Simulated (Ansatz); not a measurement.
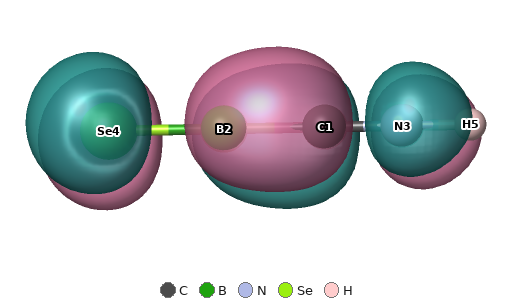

CHBNSe (SMILES [NH+]#CB=[Se]) (charge +1). The LUMO at ±0.1 Å⁻³ᐟ² (teal and pink are the two phases), seen from one side.

Geometry: B3LYP/6-31G*.

The calculation used Ansatz, isolated molecule in a Gaussian basis; Kohn-Sham density functional theory, functional PBE0.

| atom | x (Å) | y (Å) | z (Å) |
| --- | --- | --- | --- |
| C | 0.0000 | 0.0000 | -0.2797 |
| B | 0.0000 | 0.0000 | 1.2205 |
| N | 0.0000 | 0.0000 | -1.4334 |
| Se | 0.0000 | 0.0000 | 2.9390 |
| H | 0.0000 | 0.0000 | -2.4464 |

**What is the character of this orbital?**

Its weight (Hirshfeld) is mainly on C1 (about 30 %), Se4 (about 25 %), B2 (about 20 %) and N3 (about 20 %). It is one of a degenerate set, so its orientation is arbitrary. Its energy is −8.85 eV.
